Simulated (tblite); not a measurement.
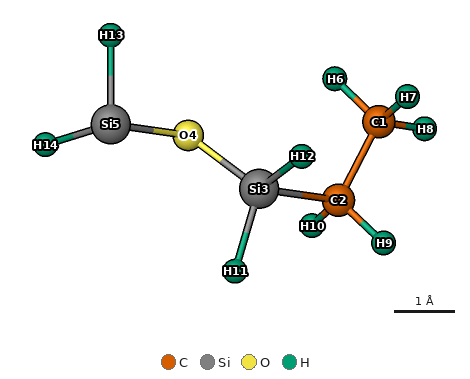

Fig. 1: The starting structure (ball-and-stick view, seen at a tilt; atoms are numbered from 1 in the order of the input).

Saddle-point search of C₂H₉OSi₂ (charge −1)

System: C₂H₉OSi₂, charge −1, SMILES CC[SiH2]O[SiH2-].
Method: GFN2-xTB saddle search (eigenvector following) and harmonic vibrations, gas phase (tblite 0.8.0).

The run did not end well.

### The input
```
{"job": {"xc": "GFN2-xTB", "basis": "xTB", "kind": "saddle"}, "charge": -1, "multiplicity": 1}
C     -1.968965    -0.252970     0.712303
C     -1.175223    -0.818385    -0.450488
Si     0.411582     0.174720    -0.807579
O      1.415293     0.081881     0.387422
Si     2.954377     1.012759     0.063604
H     -1.360865    -0.256760     1.614967
H     -2.254186     0.778708     0.506159
H     -2.880938    -0.827004     0.909048
H     -1.801026    -0.819769    -1.347344
H     -0.926655    -1.861595    -0.243283
H      0.944995    -0.375467    -2.072315
H     -0.040618     1.550069    -1.108731
H      2.863931     1.747759     1.360480
H      3.818297    -0.133945     0.475756
```

The first line tells a small driver script what to run in tblite; the rest is the geometry in Å.

Run on 1 CPU thread, shared host.

Launch command:
```bash
OMP_NUM_THREADS=1 python <driver script> task.json out
```

### Output
```
step      E/eV     max force
  0    -452.09963   0.0491
  1    -452.09473   0.0658
  2    -452.09184   0.1915
  3    -452.09565   0.0336
  4    -452.09451   0.0649
  5    -452.09567   0.0179
  6    -452.09525   0.0168
  7    -452.09513   0.0477
  8    -452.09522   0.0192
  9    -452.09518   0.0213
 10    -452.09522   0.0234
 11    -452.09533   0.0249
 12    -452.09547   0.0269
 13    -452.09570   0.0284
 14    -452.09600   0.0306
 15    -452.09640   0.0320
 16    -452.09688   0.0355
 17    -452.09737   0.0369
 18    -452.09790   0.0383
 19    -452.09849   0.0398
 20    -452.09913   0.0412
 21    -452.09991   0.0433
 22    -452.10068   0.0447
 23    -452.10143   0.0454
 24    -452.10214   0.0469
 25    -452.10286   0.0475
 26    -452.10389   0.0503
 27    -452.10494   0.0510
 28    -452.10595   0.0518
 29    -452.10690   0.0526
 30    -452.10773   0.0516
 31    -452.10904   0.0535
 32    -452.11026   0.0544
 33    -452.11147   0.0547
 34    -452.11272   0.0547
 35    -452.11399   0.0555
 36    -452.11568   0.0586
 37    -452.11738   0.0588
 38    -452.11909   0.0596
 39    -452.12055   0.0577
 40    -452.12275   0.0570
 41    -452.12607   0.0579
 42    -452.12908   0.0618
 43    -452.13245   0.0733
 44    -452.13608   0.0800
 45    -452.13947   0.0737
 46    -452.14459   0.0732
 47    -452.15061   0.1263
 48    -452.15380   0.1397
 49    -452.16144   0.1771
 50    -452.17722   0.2299
 51    -452.19573   0.1397
 52    -452.20584   0.1517
 53    -452.21811   0.1677
 54    -452.23143   0.1140
 55    -452.24015   0.0899
 56    -452.24215   0.0858
 57    -452.24187   0.1244
 58    -452.23124   0.1438
 59    -452.23610   0.1302
 60    -452.23080   0.1258
 61    -452.23926   0.0922
 62    -452.24133   0.1511
 63    -452.24821   0.1987
 64    -452.25389   0.2078
 65    -452.25167   0.2646
 66    -452.26455   0.1197
 67    -452.26987   0.1773
 68    -452.27633   0.1458
 69    -452.27740   0.1685
 70    -452.27322   0.2833
lowest wavenumbers (cm-1): 50.2 77.4 110.5 168.6 175.3 289.5
```

### Trajectory as extended XYZ (Å, eV, eV/Å), 12 frames, from step=0 to step=70
```
14
Properties=species:S:1:pos:R:3:forces:R:3 step=0 energy=-452.09963
C    -1.9690   -0.2530    0.7123    0.0020   0.0000   0.0000
C    -1.1752   -0.8184   -0.4505   -0.0070  -0.0060  -0.0020
Si    0.4116    0.1747   -0.8076    0.0140  -0.0060   0.0210
O     1.4153    0.0819    0.3874   -0.0120   0.0080  -0.0270
Si    2.9544    1.0128    0.0636   -0.0140   0.0190  -0.0430
H    -1.3609   -0.2568    1.6150    0.0090  -0.0010  -0.0060
H    -2.2542    0.7787    0.5062   -0.0020  -0.0030   0.0010
H    -2.8809   -0.8270    0.9090    0.0000   0.0040   0.0110
H    -1.8010   -0.8198   -1.3473   -0.0010  -0.0080  -0.0010
H    -0.9267   -1.8616   -0.2433   -0.0080  -0.0040   0.0030
H     0.9450   -0.3755   -2.0723   -0.0070   0.0130  -0.0070
H    -0.0406    1.5501   -1.1087    0.0160  -0.0030  -0.0090
H     2.8639    1.7478    1.3605    0.0150  -0.0190   0.0250
H     3.8183   -0.1339    0.4758   -0.0050   0.0040   0.0340
14
Properties=species:S:1:pos:R:3:forces:R:3 step=6 energy=-452.09525
C    -1.9698   -0.2660    0.7207    0.0020   0.0050   0.0040
C    -1.1870   -0.8095   -0.4599   -0.0010  -0.0020  -0.0020
Si    0.4349    0.1456   -0.7740    0.0010   0.0020  -0.0040
O     1.3976    0.0976    0.4597   -0.0070   0.0060  -0.0140
Si    2.8998    1.0494    0.0338    0.0030   0.0000   0.0130
H    -1.3846   -0.3694    1.6329    0.0050   0.0120  -0.0090
H    -2.1797    0.7941    0.5771   -0.0030  -0.0100  -0.0040
H    -2.9236   -0.7868    0.8623    0.0130   0.0000   0.0100
H    -1.8034   -0.7463   -1.3616   -0.0020  -0.0060   0.0030
H    -0.9843   -1.8711   -0.2982    0.0030   0.0030   0.0020
H     1.0018   -0.4611   -1.9977   -0.0040   0.0030  -0.0040
H     0.0130    1.5145   -1.1387   -0.0040  -0.0020  -0.0090
H     2.8798    1.7865    1.3334    0.0000  -0.0110   0.0120
H     3.8057   -0.0777    0.4105   -0.0070  -0.0010   0.0010
14
Properties=species:S:1:pos:R:3:forces:R:3 step=12 energy=-452.09547
C    -1.9765   -0.2699    0.7191    0.0040   0.0020   0.0010
C    -1.1851   -0.8099   -0.4573    0.0000  -0.0010  -0.0010
Si    0.4388    0.1454   -0.7620   -0.0030   0.0020  -0.0070
O     1.3807    0.1407    0.4890   -0.0060   0.0080  -0.0080
Si    2.8837    1.0791    0.0374    0.0020   0.0050   0.0150
H    -1.4052   -0.3903    1.6377    0.0120   0.0150  -0.0040
H    -2.1718    0.7939    0.5846   -0.0050  -0.0010  -0.0070
H    -2.9382   -0.7806    0.8423    0.0100  -0.0040   0.0120
H    -1.7944   -0.7415   -1.3633   -0.0040  -0.0070   0.0020
H    -0.9865   -1.8727   -0.2985    0.0040   0.0000   0.0030
H     1.0260   -0.4898   -1.9614   -0.0010   0.0000  -0.0060
H     0.0168    1.5029   -1.1658   -0.0040  -0.0010  -0.0140
H     2.9265    1.7672    1.3628    0.0010  -0.0180   0.0200
H     3.7852   -0.0746    0.3352   -0.0090   0.0000  -0.0070
14
Properties=species:S:1:pos:R:3:forces:R:3 step=19 energy=-452.09849
C    -1.9847   -0.2737    0.7168    0.0050   0.0030   0.0010
C    -1.1818   -0.8120   -0.4524    0.0000  -0.0020  -0.0010
Si    0.4449    0.1421   -0.7453   -0.0020   0.0020  -0.0070
O     1.3576    0.2006    0.5264   -0.0110   0.0120  -0.0090
Si    2.8588    1.1281    0.0483    0.0000   0.0090   0.0200
H    -1.4362   -0.4227    1.6452    0.0150   0.0200  -0.0050
H    -2.1528    0.7963    0.5970   -0.0080  -0.0010  -0.0100
H    -2.9601   -0.7642    0.8109    0.0130  -0.0060   0.0160
H    -1.7809   -0.7365   -1.3647   -0.0050  -0.0090   0.0020
H    -0.9908   -1.8768   -0.2966    0.0040   0.0000   0.0040
H     1.0612   -0.5325   -1.9085    0.0000  -0.0020  -0.0040
H     0.0245    1.4815   -1.2064   -0.0040  -0.0030  -0.0190
H     2.9902    1.7285    1.4097    0.0040  -0.0270   0.0290
H     3.7500   -0.0588    0.2196   -0.0120   0.0020  -0.0150
14
Properties=species:S:1:pos:R:3:forces:R:3 step=25 energy=-452.10286
C    -1.9934   -0.2740    0.7126    0.0060   0.0030   0.0000
C    -1.1770   -0.8171   -0.4450   -0.0010  -0.0020  -0.0010
Si    0.4490    0.1394   -0.7314   -0.0050   0.0010  -0.0100
O     1.3450    0.2408    0.5495   -0.0110   0.0140  -0.0070
Si    2.8423    1.1687    0.0610    0.0000   0.0110   0.0250
H    -1.4681   -0.4419    1.6511    0.0190   0.0250  -0.0050
H    -2.1385    0.8000    0.5994   -0.0100   0.0000  -0.0130
H    -2.9798   -0.7465    0.7814    0.0150  -0.0080   0.0190
H    -1.7658   -0.7441   -1.3641   -0.0050  -0.0100   0.0020
H    -0.9892   -1.8816   -0.2836    0.0050   0.0000   0.0050
H     1.0838   -0.5569   -1.8718    0.0020  -0.0030  -0.0040
H     0.0277    1.4652   -1.2287   -0.0030  -0.0030  -0.0230
H     3.0412    1.6848    1.4484    0.0040  -0.0340   0.0330
H     3.7229   -0.0369    0.1212   -0.0160   0.0060  -0.0200
14
Properties=species:S:1:pos:R:3:forces:R:3 step=31 energy=-452.10904
C    -1.9995   -0.2747    0.7105    0.0070   0.0030   0.0000
C    -1.1729   -0.8214   -0.4381   -0.0010  -0.0010  -0.0010
Si    0.4519    0.1366   -0.7214   -0.0050   0.0010  -0.0110
O     1.3278    0.2885    0.5680   -0.0110   0.0130  -0.0070
Si    2.8274    1.2128    0.0807    0.0000   0.0110   0.0300
H    -1.4980   -0.4672    1.6574    0.0230   0.0300  -0.0050
H    -2.1178    0.8035    0.6094   -0.0130   0.0010  -0.0170
H    -2.9976   -0.7254    0.7527    0.0170  -0.0110   0.0230
H    -1.7534   -0.7497   -1.3624   -0.0060  -0.0100   0.0030
H    -0.9878   -1.8857   -0.2730    0.0040   0.0010   0.0050
H     1.1081   -0.5864   -1.8330    0.0020  -0.0050  -0.0040
H     0.0332    1.4448   -1.2650   -0.0020  -0.0030  -0.0260
H     3.0917    1.6327    1.4895    0.0020  -0.0420   0.0330
H     3.6869   -0.0084    0.0247   -0.0180   0.0130  -0.0220
14
Properties=species:S:1:pos:R:3:forces:R:3 step=38 energy=-452.11909
C    -2.0063   -0.2702    0.7069    0.0060   0.0080   0.0030
C    -1.1682   -0.8302   -0.4267   -0.0010  -0.0010  -0.0030
Si    0.4567    0.1246   -0.7104    0.0010   0.0040  -0.0090
O     1.3123    0.3320    0.5840   -0.0180   0.0120  -0.0180
Si    2.8047    1.2779    0.1190   -0.0010   0.0090   0.0340
H    -1.5408   -0.4953    1.6651    0.0250   0.0380  -0.0110
H    -2.0825    0.8131    0.6201   -0.0170  -0.0090  -0.0200
H    -3.0210   -0.6846    0.7128    0.0230  -0.0130   0.0300
H    -1.7374   -0.7639   -1.3582   -0.0060  -0.0100   0.0040
H    -0.9894   -1.8937   -0.2511    0.0040   0.0040   0.0040
H     1.1347   -0.6292   -1.7891    0.0000  -0.0030  -0.0010
H     0.0444    1.4113   -1.3082    0.0020  -0.0090  -0.0260
H     3.1473    1.5440    1.5480    0.0000  -0.0490   0.0340
H     3.6455    0.0642   -0.1123   -0.0170   0.0190  -0.0220
14
Properties=species:S:1:pos:R:3:forces:R:3 step=44 energy=-452.13608
C    -2.0293   -0.2569    0.6897    0.0030   0.0080   0.0050
C    -1.1539   -0.8491   -0.3984   -0.0020   0.0010  -0.0020
Si    0.4615    0.1150   -0.6883    0.0040   0.0020  -0.0110
O     1.3090    0.3668    0.6014   -0.0130   0.0110  -0.0210
Si    2.7863    1.3566    0.1868    0.0240  -0.0280   0.0710
H    -1.6222   -0.4917    1.6719    0.0360   0.0450  -0.0080
H    -2.0672    0.8274    0.5952   -0.0230  -0.0020  -0.0230
H    -3.0556   -0.6393    0.6452    0.0280  -0.0180   0.0350
H    -1.6978   -0.8240   -1.3462   -0.0120  -0.0080  -0.0020
H    -0.9684   -1.9028   -0.1792    0.0040  -0.0010   0.0030
H     1.1528   -0.6555   -1.7473   -0.0010  -0.0070  -0.0040
H     0.0473    1.3819   -1.3263    0.0030  -0.0080  -0.0280
H     3.2453    1.3733    1.6112   -0.0140  -0.0560  -0.0130
H     3.5924    0.1982   -0.3158   -0.0370   0.0620   0.0000
14
Properties=species:S:1:pos:R:3:forces:R:3 step=50 energy=-452.17722
C    -2.0288   -0.2310    0.6847    0.0510  -0.0090  -0.0440
C    -1.1533   -0.8601   -0.3820    0.0090   0.0030  -0.0070
Si    0.4724    0.0733   -0.6960    0.0240   0.0040  -0.0190
O     1.2829    0.3973    0.5974    0.0020   0.0310  -0.0310
Si    2.7381    1.4632    0.3453    0.0900  -0.1700   0.1260
H    -1.6474   -0.4646    1.6740    0.0880   0.0160   0.0780
H    -2.0373    0.8502    0.5813   -0.0140   0.0860  -0.0540
H    -3.0600   -0.5858    0.6265   -0.0890  -0.0610   0.0280
H    -1.6905   -0.8576   -1.3333   -0.0150  -0.0050  -0.0020
H    -0.9771   -1.9084   -0.1333    0.0000   0.0010   0.0030
H     1.1818   -0.7688   -1.6895   -0.0090  -0.0030   0.0060
H     0.0960    1.3005   -1.4325    0.0020  -0.0220  -0.0190
H     3.3249    1.0958    1.6859   -0.0640  -0.0170  -0.1610
H     3.4982    0.4962   -0.5284   -0.0750   0.1460   0.0960
14
Properties=species:S:1:pos:R:3:forces:R:3 step=57 energy=-452.24187
C    -1.9913   -0.1905    0.6971    0.0190  -0.0280   0.0030
C    -1.1742   -0.8573   -0.3962   -0.0430   0.0040   0.0030
Si    0.5116   -0.0373   -0.7123    0.0110   0.0050  -0.0140
O     1.2208    0.4083    0.6008   -0.0110   0.0100  -0.0350
Si    2.6163    1.5490    0.6052    0.0770  -0.0920   0.0330
H    -1.6265   -0.4950    1.6785    0.0210   0.0610  -0.0610
H    -1.9008    0.8923    0.6315   -0.0240  -0.0100  -0.0290
H    -3.0551   -0.4495    0.6321    0.0580  -0.0270   0.0360
H    -1.7221   -0.8048   -1.3413    0.0140  -0.0060   0.0450
H    -1.0621   -1.9201   -0.1692   -0.0110   0.0370  -0.0030
H     1.2556   -1.0190   -1.5409   -0.0070   0.0060   0.0150
H     0.2337    1.1034   -1.6187    0.0060  -0.0260  -0.0070
H     3.4098    0.7427    1.5946   -0.0540   0.0070  -0.0790
H     3.2843    1.0779   -0.6614   -0.0540   0.0590   0.0930
14
Properties=species:S:1:pos:R:3:forces:R:3 step=63 energy=-452.24821
C    -2.0261   -0.1607    0.6461    0.0360  -0.0140  -0.0260
C    -1.1445   -0.8992   -0.3481   -0.0470  -0.0170   0.0150
Si    0.5125   -0.0324   -0.6787    0.0330   0.0150   0.0010
O     1.2669    0.3420    0.6318   -0.0090   0.0340  -0.0580
Si    2.6418    1.5094    0.6791    0.1060  -0.1650  -0.0320
H    -1.7292   -0.4014    1.6659    0.0500   0.0500  -0.0230
H    -1.9247    0.9159    0.5174   -0.0310  -0.0230  -0.0330
H    -3.0839   -0.4192    0.5309    0.0100  -0.0410   0.0300
H    -1.6545   -0.9587   -1.3138    0.0050   0.0060   0.0520
H    -1.0022   -1.9306   -0.0150   -0.0130   0.0650  -0.0220
H     1.2361   -0.9451   -1.6001   -0.0060   0.0110   0.0270
H     0.1659    1.1563   -1.4962    0.0120  -0.0290  -0.0100
H     3.5297    0.5915    1.4779   -0.0750   0.0530  -0.0950
H     3.2120    1.2324   -0.6971   -0.0710   0.0570   0.1740
14
Properties=species:S:1:pos:R:3:forces:R:3 step=70 energy=-452.27322
C    -2.0104   -0.1761    0.6539   -0.1700   0.1500   0.1170
C    -1.1376   -0.8809   -0.3596    0.0450   0.0170  -0.0170
Si    0.4711    0.0538   -0.7429   -0.0350  -0.0350  -0.0130
O     1.2267    0.4328    0.5622    0.0670   0.0410   0.0520
Si    2.6993    1.4602    0.6656    0.0810  -0.1340   0.0270
H    -1.5329   -0.2040    1.6372   -0.0880   0.0630  -0.1590
H    -2.1423    0.8758    0.3701   -0.0160  -0.2610   0.0890
H    -3.0081   -0.6435    0.7358    0.2470   0.1360   0.0270
H    -1.6836   -0.9800   -1.2975   -0.0410  -0.0120  -0.0920
H    -0.9339   -1.8940   -0.0139    0.0280  -0.0620   0.0120
H     1.2001   -0.8241   -1.6858    0.0280  -0.0400  -0.0190
H     0.0858    1.2332   -1.5505   -0.0110   0.0240  -0.0260
H     3.3942    0.5389    1.6349   -0.0520   0.0520  -0.1130
H     3.3717    1.0078   -0.6095   -0.0840   0.0620   0.1160
```

### Outcome

```json
{"quantity": "outcome", "value": "not converged"}
{"quantity": "total energy", "value": "−452.2732 eV"}
{"quantity": "point group", "value": "C1"}
{"quantity": "wall time", "value": "6.6 s"}
{"quantity": "peak memory", "value": "0.19 GiB"}
```

### What went wrong

The run did not converge. At least one of its steps failed, so the values that rest on that step are not results.
